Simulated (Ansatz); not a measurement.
## How far to go with the plane-wave cutoff: Sb₂Os (Pm, 6 atoms in the cell)

```
CELL_PARAMETERS angstrom
      5.94749     0.00000     0.00000
      0.00000     6.70333     0.00000
      0.00000     0.00000     3.23339
ATOMIC_POSITIONS crystal
  Sb 0.32655 0.85850 0.50000
  Sb 0.68186 0.14150 0.50000
  Sb 0.81814 0.64150 0.00000
  Sb 0.18186 0.35850 0.00000
  Os 0.50000 0.50000 0.50000
  Os 0.00000 0.00000 0.00000
```

Method: LDA (PW92), default PAW files made with PBE (plane waves; Ansatz, a first-principles code).

Base settings: basis.ecutwfc = 30.9 Ry; kpoints.mp_grid.grid = 2 2 5; hamiltonian.xc = lda; hamiltonian.pseudopotentials = {kind: paw} (the program's default PAW files); scf.occupations.method = fermi_dirac; scf.occupations.width = 0.0037 Ry.

The second cell is the first with its lattice scaled by 0.98.

The mesh stays at the base's, so the ladder's end is converged at best in this setting alone.

The first pressure column holds Ansatz's estimate of the finite-basis (Pulay) stress, which hides part of the cutoff error; the other is without it.

Only quantities that move along the ladder and can be compared are tabulated; the gap is left out on so coarse a mesh.

The count of work is k-points × plane waves × bands × iterations; it is no time. 

The starting cell comes from a database of computed structures (which also holds hypothetical and non-ambient phases and stackings), without a prior relaxation at this level. Its lattice was rescaled by up to half a per cent. One atom was moved a little off its site on purpose. In the base run, with a pressure of about -4 GPa the cell is away from its equilibrium volume at this level.

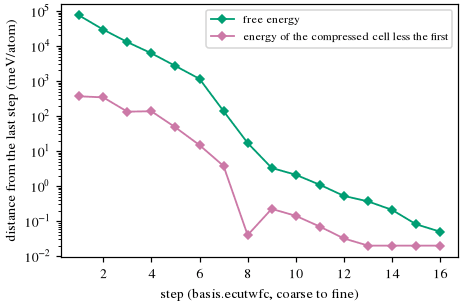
Distance from the last step along the ladder; very small values are drawn at a floor.

| basis.ecutwfc | free energy less the last step's (meV/atom) | energy of the compressed cell less the first (meV/atom) | pressure (GPa) | pressure without the Pulay estimate (GPa) | largest difference of a force vector from the last step's (eV/Å) | count of work / last |
|---|---|---|---|---|---|---|
| 10.7 Ry | 74266.37 | -360.28 | -16.35 | -1979.34 | 4.376 | 0.100 |
| 12.5 Ry | 29390.46 | 347.29 | 3.52 | -980.66 | 1.889 | 0.092 |
| 14 Ry | 12961.69 | 139.43 | -13.77 | -499.81 | 1.036 | 0.097 |
| 15.4 Ry | 6195.44 | -131.24 | -10.70 | -268.39 | 0.166 | 0.11 |
| 16.9 Ry | 2687.90 | -41.55 | -5.41 | -132.53 | 0.189 | 0.11 |
| 18.4 Ry | 1153.75 | -8.85 | -3.97 | -65.72 | 0.105 | 0.12 |
| 21.7 Ry | 138.39 | 9.70 | -3.46 | -13.87 | 0.011 | 0.16 |
| 24.6 Ry | 17.07 | 5.90 | -3.79 | -5.30 | 0.005 | 0.19 |
| 27.9 Ry | 3.30 | 6.16 | -3.79 | -3.88 | 0.002 | 0.23 |
| 30.9 Ry | 2.11 | 6.08 | -3.80 | -3.86 | 0.001 | 0.27 |
| 33.8 Ry | 1.09 | 6.01 | -3.81 | -3.86 | 0.000 | 0.31 |
| 37.1 Ry | 0.53 | 5.97 | -3.82 | -3.83 | 0.000 | 0.35 |
| 41.5 Ry | 0.37 | 5.95 | -3.82 | -3.82 | 0.000 | 0.42 |
| 46.3 Ry | 0.21 | 5.95 | -3.82 | -3.83 | 0.000 | 0.49 |
| 54 Ry | 0.08 | 5.95 | -3.82 | -3.82 | 0.000 | 0.62 |
| 61.7 Ry | 0.04 | 5.94 | -3.82 | -3.82 | 0.000 | 0.75 |
| 74.2 Ry | 0.00 | 5.94 | -3.82 | -3.82 | 0.000 | 1.0 |

Coarsest basis.ecutwfc that holds the pressure within 0.05 GPa of the last step, with all finer ones: 24.6 Ry, at 0.19 of the last step's count of work; the step before is off by 0.36 GPa.

Coarsest basis.ecutwfc that holds the forces within 0.02 eV/Å of the last step, with all finer ones: 21.7 Ry, at 0.16 of the last step's count of work; the step before is off by 0.11 eV/Å.

Coarsest basis.ecutwfc that holds the energy of the compressed cell less the first within 2 meV/atom of the last step, with all finer ones: 24.6 Ry, at 0.19 of the last step's count of work; the step before is off by 3.8 meV/atom.

The energy difference between the two cells stays within 1 meV/atom of the last step's from 24.6 Ry on, the total only from 37.1 Ry on: much of the error is common to both cells and cancels.

At the lowest cutoff the pressure without the Pulay estimate lies 1980 GPa under the last step's, the usual sign of Pulay stress in an incomplete plane-wave basis.

Keys are those of Ansatz 0.2.
